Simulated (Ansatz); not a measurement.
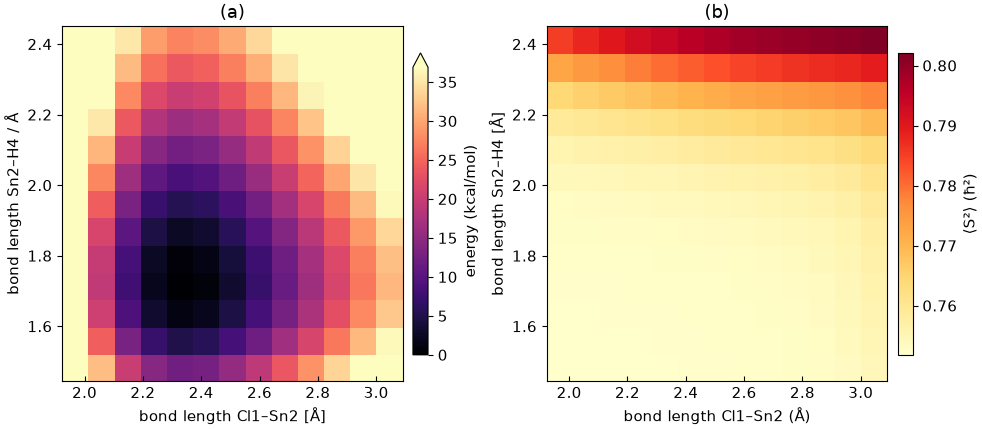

ClH2Sn, SMILES [Cl][SnH2], spin multiplicity 2. Coordinates scanned: (1) bond length Cl1–Sn2; (2) bond length Sn2–H4. Nothing is relaxed (all other coordinates rigid). Grid: 13 × 13 points. Points are written as (first, second). Energies are in kcal/mol, from the lowest grid point. Method: UKS PBE0-D4/def2-TZVP in Ansatz 0.2.0.

Panel (a) is the energy and panel (b) the computed ⟨S²⟩ on the same grid.

The picture shows one coloured cell a grid point, one colour for all values above the top of the scale.

Q: How does the ⟨S²⟩ vary over the map, and what is it at the lowest grid point?

A: Leaving out the highest fifth of the energies, it runs from 0.75 ħ² at (2.058 Å, 1.482 Å) to 0.80 ħ² at (2.686 Å, 2.412 Å). At the lowest grid point, (2.327 Å, 1.715 Å), it is 0.75 ħ².
